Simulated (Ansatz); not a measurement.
**Profile along the Fe–Fe line in Fe3Ge (space group P6_3/mmc)**

Fe$_{3}$Ge (space group P6_3/mmc)

```xyz
8
Lattice="5.0560 0.0000 0.0000 -2.5280 4.3786 0.0000 0.0000 0.0000 4.1406" Properties=species:S:1:pos:R:3 pbc="T T T"
Fe     2.5280     2.9547     1.0351
Fe     0.0000     1.4239     3.1054
Fe    -1.2948     3.6666     3.1054
Fe     3.8228     0.7120     1.0351
Fe     1.2331     0.7120     1.0351
Fe     1.2948     3.6666     3.1054
Ge     0.0000     2.9191     1.0351
Ge     2.5280     1.4595     3.1054
```

Fields along a shortest Fe–Fe line of a (-1 1 0 0) plane (2.47 Å), from Fe to Fe, interpolated on the slice's grid (step about 0.3 Å). Method: PBEsol (plane waves to 420 eV, PAW, scalar-relativistic; Ansatz, a first-principles code). k mesh 11×11×11. Inside the PAW spheres the values are not all-electron values, and peaks at nuclei hang on which shells count as valence. Fe3Ge was relaxed with its symmetry unable to fall. Relaxed Fe3Ge ends ferromagnetic. Other magnetic orders were not checked, so this need not be the ground state.

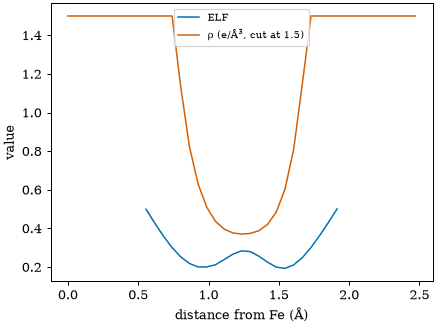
Figure: ELF (away from the nuclei) and valence density from Fe to Fe.

Density on the Fe–Fe line (2.47 Å) at its midpoint: 0.37 e/Å³. ELF at that point: 0.28.
